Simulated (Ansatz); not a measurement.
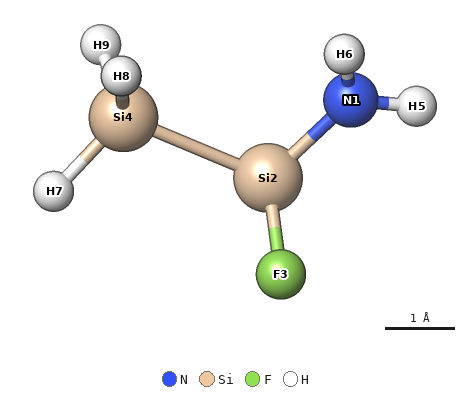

The structure as given in the input (ball-and-stick view, seen on its broad side; atoms are numbered from 1 in the order of the input).

**What a change does: single-point calculation on Si$_{2}$NH$_{5}$F**

System: Si$_{2}$NH$_{5}$F, multiplicity 2, SMILES N[Si](F)[SiH3].
Method of the first run: UKS r2SCAN-D4/def2-TZVPP (Ansatz 0.2.0).

The geometry comes from this level: PBE0-D4/def2-TZVP. Text and figures count atoms from 1; the logs count them from 0 in places.

**Input, the first run**
```yaml
crystal:
  periodic: [false, false, false]
  atoms:
    - {symbol: N, position_ang: [-0.977004, 1.372902, -0.683564]}
    - {symbol: Si, position_ang: [-0.847906, -0.322371, -0.578144]}
    - {symbol: F, position_ang: [-0.495531, -1.010664, -1.997238]}
    - {symbol: Si, position_ang: [0.823946, -0.883036, 0.969089]}
    - {symbol: H, position_ang: [-1.742279, 1.833654, -1.147441]}
    - {symbol: H, position_ang: [-0.198179, 1.993203, -0.528845]}
    - {symbol: H, position_ang: [1.131963, -2.331816, 0.856535]}
    - {symbol: H, position_ang: [2.078466, -0.103489, 0.756879]}
    - {symbol: H, position_ang: [0.315023, -0.594782, 2.335629]}
basis:
  gaussian: {orbitals: def2-TZVPP}
magnetization: {spin_polarized: true, initial_magnetization: 1}
hamiltonian: {xc: r2scan, dispersion: d4}
output: {forces: true, orbitals: {seedname: orbitals}}
```

Hardware: 4 CPU threads, shared host.

**Output (the first run)**
```
Functional definition: r2SCAN
  parameter k0 = 0.174
  parameter k1 = 0.065
  parameter a1 = 4.9479
  exchange = r2scan_x(k0 = k0, k1 = k1, a1 = a1)
  correlation = r2scan_c
1182 factors; their error is unknown
mean field evaluation 1: about -20034.6914 eV, gradient 5.1e1 eV
mean field evaluation 2: about -19999.9934 eV, gradient 8.9e1 eV
mean field evaluation 4: about -20043.6100 eV, gradient 8.5e0 eV
mean field evaluation 8: about -20043.8257 eV, gradient 1.8e-1 eV
mean field evaluation 16: about -20043.7908 eV, gradient 2.5e-4 eV
mean field -20043.79075729 eV, -736.5957241610 hartree, gradient 6.6e-5 eV, S^2 0.754687; 0 other end points of the search recorded, 0 dependent functions left out
the calculation of the forces begins
reference -20043.79077317 eV, -736.5957247445 hartree; 25, 24 occupied and 191, 192 virtual orbitals, 1182 factors
Total energy: -20043.83552206 eV, -736.5973692360 hartree
Atom 0 at    -0.977004     1.372902    -0.683564 Å, force    -0.000077    -0.003272     0.008702 eV/Å
Atom 1 at    -0.847906    -0.322371    -0.578144 Å, force    -0.014262    -0.035904     0.066549 eV/Å
Atom 2 at    -0.495531    -1.010664    -1.997238 Å, force     0.014783    -0.039860    -0.068897 eV/Å
Atom 3 at     0.823946    -0.883036     0.969089 Å, force    -0.018005    -0.000915    -0.000557 eV/Å
Atom 4 at    -1.742279     1.833654    -1.147441 Å, force     0.000545     0.038061    -0.010297 eV/Å
Atom 5 at    -0.198179     1.993203    -0.528845 Å, force    -0.003332     0.038898     0.000109 eV/Å
Atom 6 at     1.131963    -2.331816     0.856535 Å, force     0.004253     0.025741     0.009755 eV/Å
Atom 7 at     2.078466    -0.103489     0.756879 Å, force    -0.007315    -0.013530     0.010899 eV/Å
Atom 8 at     0.315023    -0.594782     2.335629 Å, force     0.023410    -0.009218    -0.016263 eV/Å
Dipole moment:    -0.039260     0.406932     0.096248 e Å
```

For the second run the input was changed thus:
```diff
-hamiltonian: {xc: r2scan, dispersion: d4}
+hamiltonian: {xc: pbe, dispersion: d4}
```

What does this change do to the results?

The total energies belong to different models, so their difference says nothing on which is more stable or more accurate. The largest force goes from 0.081 to 0.641 eV/Å. The HOMO goes from −5.04 to −4.71 eV. The LUMO goes from −2.66 to −3.10 eV.

**Output (the second run)**
```
Functional definition: PBE
  parameter kappa = 0.804
  parameter beta = 0.06672455060314922
  exchange = pbe_x(kappa = kappa, mu = beta*pi^2/3)
  correlation = pbe_c(beta = beta)
1182 factors; their error is unknown
mean field evaluation 1: about -20023.4957 eV, gradient 5.5e1 eV
mean field evaluation 2: about -19974.2061 eV, gradient 1.0e2 eV
mean field evaluation 4: about -20034.0700 eV, gradient 1.1e1 eV
mean field evaluation 8: about -20034.4885 eV, gradient 2.3e-1 eV
mean field evaluation 16: about -20034.4541 eV, gradient 3.2e-4 eV
mean field -20034.45407038 eV, -736.2526072458 hartree, gradient 3.2e-5 eV, S^2 0.752528; 0 other end points of the search recorded, 0 dependent functions left out
the calculation of the forces begins
reference -20034.45411464 eV, -736.2526088721 hartree; 25, 24 occupied and 191, 192 virtual orbitals, 1182 factors
Total energy: -20034.64359227 eV, -736.2595720469 hartree
Atom 0 at    -0.977004     1.372902    -0.683564 Å, force    -0.025176    -0.000665     0.095616 eV/Å
Atom 1 at    -0.847906    -0.322371    -0.578144 Å, force    -0.187220    -0.113759     0.486621 eV/Å
Atom 2 at    -0.495531    -1.010664    -1.997238 Å, force     0.131194    -0.292215    -0.555066 eV/Å
Atom 3 at     0.823946    -0.883036     0.969089 Å, force    -0.055579     0.032637    -0.047895 eV/Å
Atom 4 at    -1.742279     1.833654    -1.147441 Å, force    -0.259648     0.174578    -0.158256 eV/Å
Atom 5 at    -0.198179     1.993203    -0.528845 Å, force     0.261881     0.241960     0.059763 eV/Å
Atom 6 at     1.131963    -2.331816     0.856535 Å, force     0.033662    -0.145725    -0.009523 eV/Å
Atom 7 at     2.078466    -0.103489     0.756879 Å, force     0.146579     0.077936    -0.012005 eV/Å
Atom 8 at     0.315023    -0.594782     2.335629 Å, force    -0.045693     0.025252     0.140745 eV/Å
Dipole moment:    -0.033756     0.406765     0.092347 e Å
```

**The two runs side by side**

| quantity | the first run | the second run |
| --- | --- | --- |
| outcome | converged | converged |
| total energy (hartree) | −736.597369 | −736.259572 |
| HOMO (eV) | −5.04 | −4.71 |
| LUMO (eV) | −2.66 | −3.10 |
| dipole moment (D) | 2.02 | 2.01 |
| ⟨S²⟩ | 0.755 | 0.753 |
| largest force (eV/Å) | 0.081 | 0.641 |
| basis functions | 216 | 216 |
| wall time (shared host) | 6.5 s | 4.2 s |
